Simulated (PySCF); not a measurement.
# NEVPT2(14,10)/STO-3G run of H2S2 (SMILES SS)

Aim: the vertical ionisation energy of H2S2 at NEVPT2(14,10)/STO-3G, from 2 runs. The job is set up through a Python script.

The results are computed with PySCF 2.14.0.

11 further runs of the same task are left out: 11 set aside as unsound or not needed.

## 1. The molecule

The species is H2S2 (4 atoms), meant as a singlet with charge 0. SMILES: `SS`. The coordinates come from a PBE0-D4/def2-TZVP relaxation.

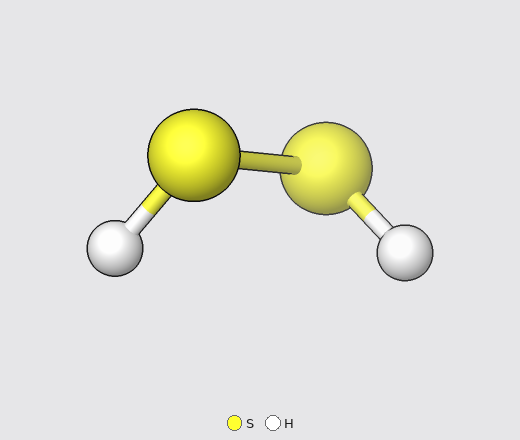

The structure, seen from a chosen angle (sulfur yellow, hydrogen white).

## 2. A single-point energy at NEVPT2(14,10)/STO-3G

calc.py reads:

```python
# SS
import numpy
from pyscf import gto, scf, mp, mcscf, mrpt

molecule = gto.Mole()
molecule.atom = '''
S    0.784480  -0.789210   0.166690
S    0.060220   1.121560   0.067360
H   -0.225420  -1.352590   0.856880
H   -0.619290   1.020250  -1.090950
'''
molecule.verbose = 3
molecule.basis = 'sto-3g'
molecule.max_memory = 1860
molecule.spin = 0
molecule.build()

mf = molecule.RHF()
mf.conv_tol = 1e-10
mf.kernel()
if not mf.converged:
    mf = mf.newton().run(mf.mo_coeff, mf.mo_occ)

pt = mp.MP2(scf.addons.convert_to_uhf(mf)).run()
noons, natorbs = mcscf.addons.make_natural_orbitals(pt)
print('natural occupations', numpy.round(noons[:40], 4))
cas = mcscf.CASSCF(mf, 10, 14)
cas.fix_spin_(ss=0.0)
cas.natorb = True
cas.kernel(natorbs)
e_pt2 = mrpt.NEVPT(cas).kernel()
e_final = cas.e_tot + e_pt2
print(f'total energy: {e_final:.8f} hartree')
```

The run is started by

```sh
$ OMP_NUM_THREADS=1 python calc.py
```

Output:

```text
converged SCF energy = -787.490467232047
E(UMP2) = -787.539342811919  E_corr = -0.0488755798717614
E(SCS-UMP2) = -787.547317782898  E_corr = -0.0568505508506511
natural occupations [2.     2.     2.     2.     2.     2.     2.     2.     2.     2.
 1.9985 1.9984 1.9979 1.9969 1.9868 1.9867 1.9817 0.0223 0.0156 0.0153]
CASSCF energy = -787.559999227555
CASCI E = -787.559999227555  E(CI) = -37.3976520052639  S^2 = 0.0000000
Sr    (-1)',   E = -0.00000000000000
Si    (+1)',   E = -0.00012350694314
Sijrs (0)  ,   E = 0.00000000000000
Sijr  (+1) ,   E = -0.00000000000000
Srsi  (-1) ,   E = -0.00000000000000
Srs   (-2) ,   E = 0.00000000000000
Sij   (+2) ,   E = -0.00071512304727
Sir   (0)' ,   E = -0.00000000000000
Nevpt2 Energy = -0.000838629990414
total energy: -787.56083786 hartree
```

It took 11 s on 1 thread of Arm Neoverse V1, shared host; peak memory 0.16 GiB.

## 3. The doublet cation

input.py reads:

```python
import numpy
from pyscf import gto, scf, mp, mcscf, mrpt

molecule = gto.Mole()
molecule.atom = '''
S      0.784480    -0.789210     0.166690
S      0.060220     1.121560     0.067360
H     -0.225420    -1.352590     0.856880
H     -0.619290     1.020250    -1.090950
'''
molecule.spin = 1
molecule.charge = 1
molecule.basis = 'sto-3g'
molecule.max_memory = 1860
molecule.verbose = 3
molecule.build()

myscf = molecule.ROHF()
myscf.conv_tol = 1e-10
myscf.kernel()
if not myscf.converged:
    myscf = myscf.newton().run(myscf.mo_coeff, myscf.mo_occ)

pt = mp.MP2(scf.addons.convert_to_uhf(myscf)).run()
noons, natorbs = mcscf.addons.make_natural_orbitals(pt)
print('natural occupations', numpy.round(noons[:40], 4))
cas = mcscf.CASSCF(myscf, 10, 13)
cas.fix_spin_(ss=0.75)
cas.natorb = True
cas.kernel(natorbs)
e_pt2 = mrpt.NEVPT(cas).kernel()
energy = cas.e_tot + e_pt2
print('E(%s) = %.9f' % ('NEVPT2', energy))
```

The run is started by

```sh
$ OMP_NUM_THREADS=1 python input.py
```

Output:

```text
converged SCF energy = -787.230539434125
E(UMP2) = -787.300004137304  E_corr = -0.0694647031783397
E(SCS-UMP2) = -787.304499254253  E_corr = -0.0739598201279441
natural occupations [2.     2.     2.     2.     2.     2.     2.     2.     2.     2.
 1.9978 1.996  1.9875 1.9868 1.977  1.9671 1.0182 0.0388 0.0155 0.0153]
CASSCF energy = -787.329551554146
CASCI E = -787.329551554146  E(CI) = -37.1495747549129  S^2 = 0.7500000
Sr    (-1)',   E = -0.00000000000000
Si    (+1)',   E = -0.00019389252542
Sijrs (0)  ,   E = 0.00000000000000
Sijr  (+1) ,   E = -0.00000000000000
Srsi  (-1) ,   E = -0.00000000000000
Srs   (-2) ,   E = 0.00000000000000
Sij   (+2) ,   E = -0.00087920730294
Sir   (0)' ,   E = -0.00000000000000
Nevpt2 Energy = -0.001073099828367
E(NEVPT2) = -787.330624654
```

It took 17 s on 1 thread of Arm Neoverse V1, shared host; peak memory 0.16 GiB.

## 4. Summary of results

At NEVPT2(14,10)/STO-3G:

```
                                           quantity          value
                         singlet H2S2: total energy  -787.56084 Eh
 singlet H2S2: dipole moment (Hartree–Fock density)         1.13 D
  singlet H2S2: HOMO energy (Hartree–Fock orbitals)       -7.41 eV
  singlet H2S2: LUMO energy (Hartree–Fock orbitals)        9.33 eV
singlet H2S2: HOMO–LUMO gap (Hartree–Fock orbitals)       16.74 eV
                       doublet cation: total energy  -787.33062 Eh
 vertical ionisation energy (to the doublet cation)       6.264 eV
```

In words: The vertical ionisation energy comes to 6.26 eV (604 kJ/mol). In a minimal basis such a difference can be off by several eV, whatever the method.
